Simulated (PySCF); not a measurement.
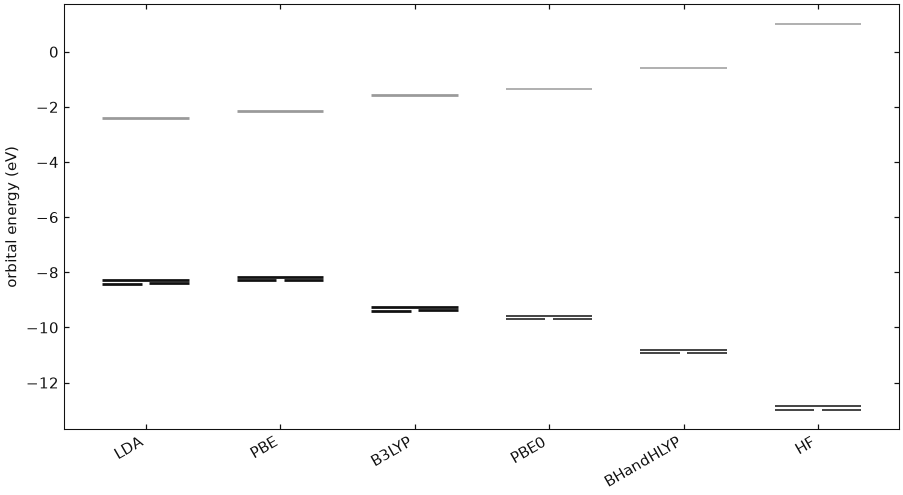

Frontier orbital energies of Al₂Cl₆, SMILES [Cl][Al-]1([Cl])[Cl+][Al-]([Cl])([Cl])[Cl+]1, singlet at one geometry, def2-SVPD, PySCF 2.14.0, at a PBE0-D3(BJ)/def2-SVP geometry (no frequency check). Empty levels are grey, levels within 0.1 eV stand side by side; all columns show the same few orbitals around the gap.

How do the frontier levels move from column to column?

Answer. The separation grows from 5.88 eV (LDA) to 13.88 eV (HF).

```tsv
level	HOMO (eV)	LUMO (eV)	separation (eV)
LDA	−8.29	−2.41	5.88
PBE	−8.17	−2.16	6.01
B3LYP	−9.27	−1.56	7.70
PBE0	−9.58	−1.34	8.24
BHandHLYP	−10.81	−0.59	10.23
HF	−12.86	1.02	13.88
```

Caveats, for all or some of the runs: empty levels above zero depend strongly on the basis.
